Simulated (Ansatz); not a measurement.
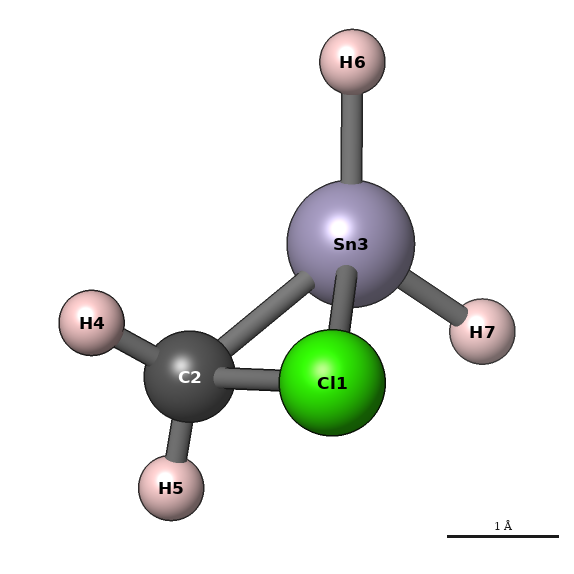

The atoms are numbered. Charge +1, singlet. Computed geometry: PBE0-D4/def2-TZVP optimisation. No frequency run is at hand to confirm it as a minimum.

List the bonds and their lengths.

```csv
bond,length (Å)
Cl1–C2,1.824
Cl1–Sn3,2.579
C2–Sn3,2.111
C2–H4,1.085
C2–H5,1.085
Sn3–H6,1.682
Sn3–H7,1.682
```
